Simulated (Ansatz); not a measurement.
System: H4NiO4 (charge −2).

```json
{"atom": "Ni", "x (Å)": "0.0066", "y (Å)": "0.0118", "z (Å)": "-0.0094"}
{"atom": "O", "x (Å)": "0.4731", "y (Å)": "1.0047", "z (Å)": "1.5685"}
{"atom": "H", "x (Å)": "-0.3690", "y (Å)": "1.4924", "z (Å)": "1.6413"}
{"atom": "O", "x (Å)": "1.7032", "y (Å)": "-0.8886", "z (Å)": "0.0564"}
{"atom": "H", "x (Å)": "2.0207", "y (Å)": "-0.4584", "z (Å)": "0.8726"}
{"atom": "O", "x (Å)": "-1.6933", "y (Å)": "0.9063", "z (Å)": "-0.0705"}
{"atom": "H", "x (Å)": "-2.0355", "y (Å)": "0.4319", "z (Å)": "-0.8514"}
{"atom": "O", "x (Å)": "-0.4624", "y (Å)": "-0.9856", "z (Å)": "-1.5838"}
{"atom": "H", "x (Å)": "0.3566", "y (Å)": "-1.5146", "z (Å)": "-1.6237"}
```

Geometry: PBE-D4/def2-SVPD; the highest occupied orbital lies above zero, a sign that basis and functional describe the outermost electron poorly.

All numbers below come from RKS PBE0-D4/def2-TZVPD in Ansatz.

Q: What can the converged electron density and electron localisation function tell about the bonding?

A: Ni–O (1.92 Å): ρ at the midpoint is about 0.62 e/Å³; the ELF peaks at about 0.90 in the valence shell of O, 0.6 Å from its nucleus, and is about 0.20 at the midpoint.
O–H (0.98 Å): ρ at the midpoint is about 3.6 e/Å³; the ELF climbs to about 1 towards the hydrogen, as it does in any bond to H (an ordinary covalent bond to hydrogen).

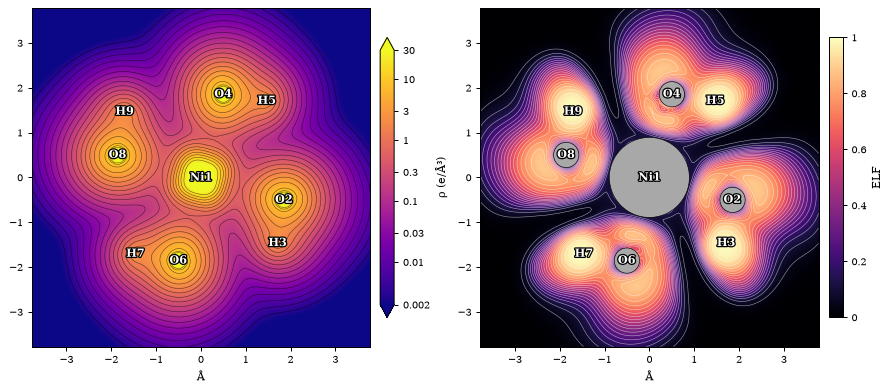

Computed electron density and electron localisation function on the molecular plane, in this order. Grey discs cover the atomic cores in the ELF map. 
